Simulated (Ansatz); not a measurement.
CH$_{4}$STe: several calculations on one system

**1. Relaxation**

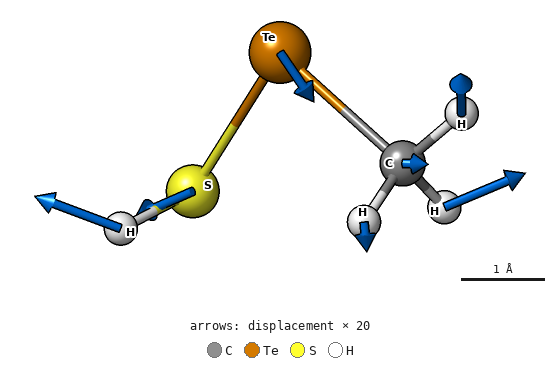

This is a relaxation of CH4STe. The starting structure is drawn; blue arrows show the displacements, 20 times their true length. The two geometries are superimposed by the best rigid fit.

The picture is a ball-and-stick view, seen at a tilt.

The run prepares an end point of a later path (torsion) calculation, from a guessed geometry.

Computed with Ansatz, RKS PBE0-D4/def2-SVP.

The input:
```yaml
crystal:
  periodic: [false, false, false]
  atoms:
    - { symbol: C, position_ang: [-0.87826, 0.60586, -0.28427] }
    - { symbol: Te, position_ang: [0.39905, 0.29555, 1.44227] }
    - { symbol: S, position_ang: [1.37973, -1.71274, 0.60589] }
    - { symbol: H, position_ang: [-1.44603, -0.29454, -0.4813] }
    - { symbol: H, position_ang: [-0.28535, 0.86437, -1.15324] }
    - { symbol: H, position_ang: [-1.55206, 1.41813, -0.04813] }
    - { symbol: H, position_ang: [2.38292, -1.17662, -0.08122] }
basis:
  gaussian: { orbitals: def2-SVP }
hamiltonian:
  xc: pbe0
  dispersion: d4
relax:
  f_tol: 0.015
  max_steps: 40
output:
  orbitals: {}
```

Run as
```bash
ansatz run input.yaml --threads 1 --pin off --max-ram 2048MiB --backend cpu --events-out ev --progress --plain --runs-dir out
```

> What happened in the run?

The largest move after the best rigid fit is that of H7, 0.057 Å. Largest moves by element: H 0.057 Å, S 0.047 Å, Te 0.038 Å, C 0.017 Å. Near-neighbour distances that change, for instance: Te2–S3 2.386 → 2.411 Å, S3–H7 1.329 → 1.353 Å, C1–Te2 2.170 → 2.154 Å, C1–H4 1.083 → 1.097 Å. Bond angles that change, for instance: C1–Te2–S3 94.8° → 96.8°. The energy falls by 0.76 kcal/mol in 4 accepted moves (5 points after the start). The largest force component goes from 0.64 to 0.0079 eV/Å. The line search rejected the trial step at point 1 of the run. The run took 20 s on 1 thread of Arm Neoverse V2 (shared host), peak memory 0.16 GiB.

**2. Relaxation**

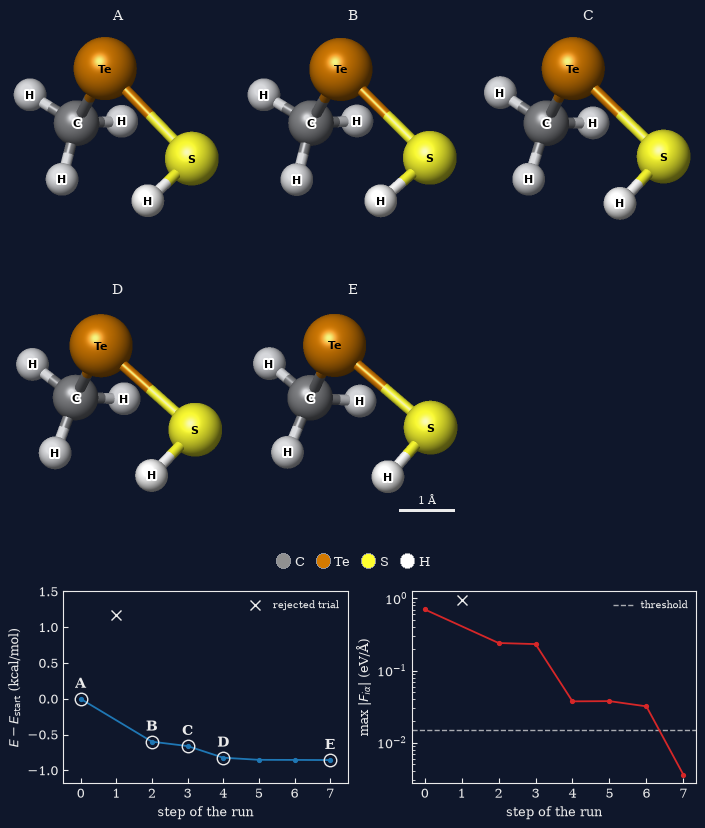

Frames of a relaxation of CH4STe, marked on the history of the run. A ball-and-stick model, seen from a free direction.

The run prepares an end point of a later path (torsion) calculation, from a guessed geometry.

Computed with RKS PBE0-D4/def2-SVP in Ansatz. Settings: no spin polarisation; force threshold 0.015 eV/Å; at most 40 steps.

> What happens along the run?

After 6 accepted moves (7 points after the start) the energy has fallen by 0.85 kcal/mol. Largest force component: 0.7 eV/Å at the start, 0.0036 eV/Å at the end. The line search rejected the trial step at point 1 of the run. An H atom moves most after the best rigid fit: 0.18 Å. By element the largest moves are H 0.18 Å, S 0.12 Å, Te 0.12 Å, C 0.03 Å. Near-neighbour distances that change, for instance: S–Te 2.386 → 2.412 Å, H–S 1.329 → 1.353 Å, C–Te 2.170 → 2.155 Å, C–H 1.083 → 1.097 Å. From step 0 to 2: the S atom moves most (0.08 Å), energy −0.60 kcal/mol. From step 2 to 3: an H atom moves most (0.10 Å), energy −0.06 kcal/mol. From step 3 to 4: the Te atom moves most (0.08 Å), energy −0.16 kcal/mol. From step 4 to 7: an H atom moves most (0.07 Å), energy −0.03 kcal/mol.

```csv
step,"E − E(0), kcal/mol","largest force component, eV/Å",note
0,0.00,0.7046,
1,1.18,0.9483,rejected
2,-0.60,0.2409,
3,-0.66,0.2327,
4,-0.82,0.0374,
5,-0.85,0.0376,
6,-0.85,0.0318,
7,-0.85,0.0036,
```

**3. Path**

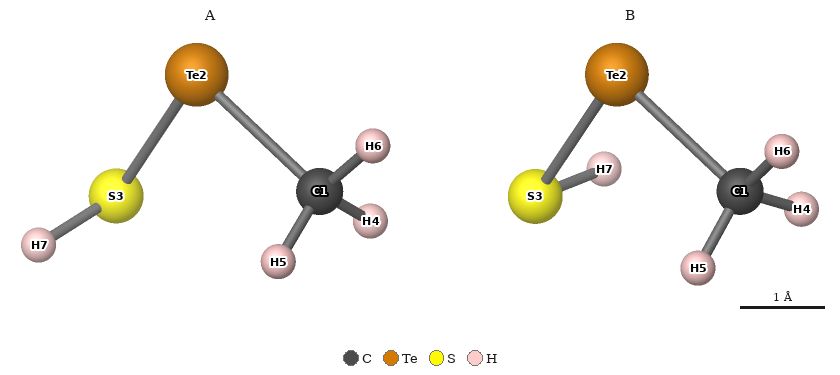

The two relaxed end points of a path for CH$_{4}$STe. A ball-and-stick model, seen at a tilt.

Level of theory: Ansatz, RKS PBE0-D4/def2-SVP.

Run with 7 movable images; climbing image; force threshold 0.05 eV/Å; iteration limit 60.

Start:
```xyz
7

C    -0.8934    0.6119   -0.2887
Te    0.3789    0.2754    1.4165
S     1.4116   -1.7480    0.6076
H    -1.4971   -0.2863   -0.4658
H    -0.2862    0.8543   -1.1690
H    -1.5486    1.4596   -0.0401
H     2.4348   -1.1669   -0.0604
```

End:
```xyz
7

C    -0.8897    0.6174   -0.2917
Te    0.4404    0.3469    1.3816
S     2.1490   -0.8715    0.1924
H    -1.2821   -0.3531   -0.6182
H    -0.3474    1.1134   -1.1056
H    -1.7143    1.2583    0.0536
H     1.6440   -2.1115    0.3879
```

What barrier does the band find between them, and by what path?

The barrier is about 0.235 eV in both directions, with image 4 at the top; the ends have the same energy. The motion is a rotation about the Te2–S3 bond by about 185°. No bond forms or breaks between the ends. Bond angles that change up to the highest image, for instance: C1–Te2–S3 96.8° → 90.6°, Te2–S3–H7 97.4° → 93.8°. The band converged in 8 iterations. The largest component of the band force went from 31 to 0.047 eV/Å. The climbing image converged on the top of the path. Its vibrational analysis gives one imaginary mode (231i cm⁻¹), as a transition state must have.

Energies of the converged images:

```
image  path (Å)  E (eV)
    0      0.00   0.000
    1      0.37   0.030
    2      0.73   0.116
    3      1.10   0.201
    4      1.47   0.235
    5      1.84   0.201
    6      2.22   0.114
    7      2.60   0.028
    8      2.98   0.000
```

The geometry at the top of the path:

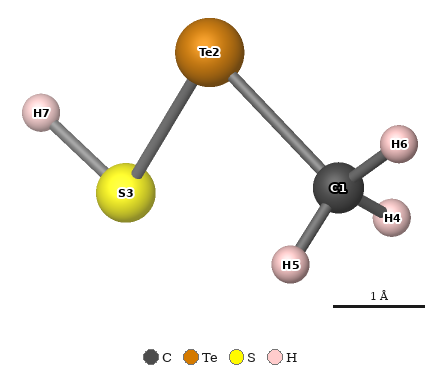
